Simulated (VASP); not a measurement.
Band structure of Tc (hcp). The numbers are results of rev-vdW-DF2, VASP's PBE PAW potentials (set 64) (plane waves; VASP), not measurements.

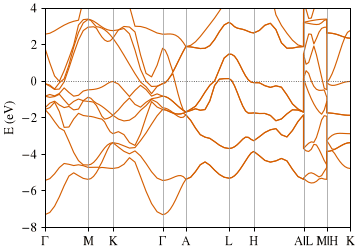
Figure. Bands along high-symmetry lines, zero at the valence-band maximum or, without a gap, the Fermi level

### Question
Read the plot: is there a gap, and where are the band edges?

### Answer
It has no gap at this level: it comes out as a metal or semimetal. (Edges off the drawn lines would not show.)

The compound is Tc in the hcp structure. It was relaxed first.
